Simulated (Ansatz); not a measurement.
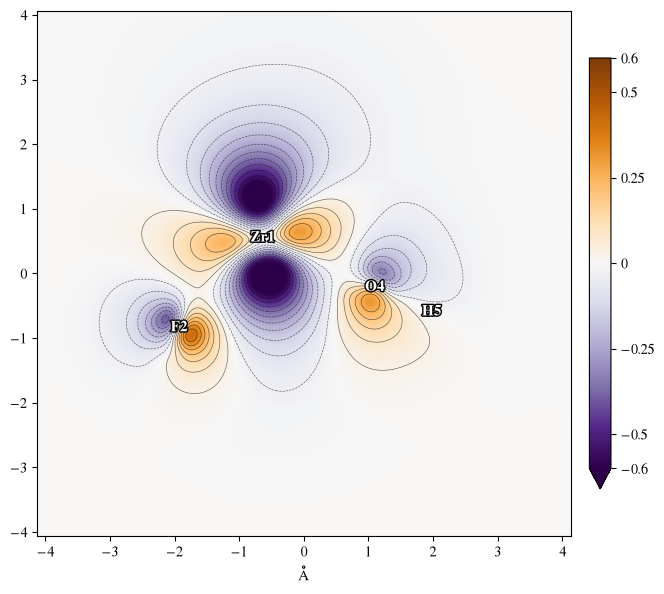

Figure 1: ClF2HOZr. The LUMO on the plane of atoms F2, Zr1 and O4 (values in Å⁻³ᐟ²; the overall sign is arbitrary).

Core potentials replace the inner electrons of Zr.

All numbers below come from Ansatz, RKS PBE0-D4/def2-SVP.

Input file:

```
crystal:
  periodic: [false, false, false]
  atoms:
    - { symbol: Zr, position_ang: [0.0, 0.0, 0.0] }
    - { symbol: F, position_ang: [0.0, 0.0, 1.98] }
    - { symbol: Cl, position_ang: [2.3764, 0.0, -0.8392] }
    - { symbol: O, position_ang: [-0.975, 1.6891, -0.6893] }
    - { symbol: H, position_ang: [-1.9328, 1.4584, -0.9117] }
    - { symbol: F, position_ang: [-0.9326, -1.6157, -0.6593] }
basis:
  gaussian: { orbitals: def2-SVP }
hamiltonian:
  xc: pbe0
  dispersion: d4
relax:
  f_tol: 0.02
  max_steps: 40
output:
  orbitals: {}
```

Launched as:

```sh
ansatz run input.yaml --threads 2 --pin off --max-ram 3072MiB --backend cpu --events-out ev --progress --plain --runs-dir out
```

The fields are those of the run's last geometry, not of the input's.

What is the character of this orbital?

Answer. It lies mainly on Zr1 (about 75 %) and Cl3 (about 10 %). Its energy is −1.06 eV.
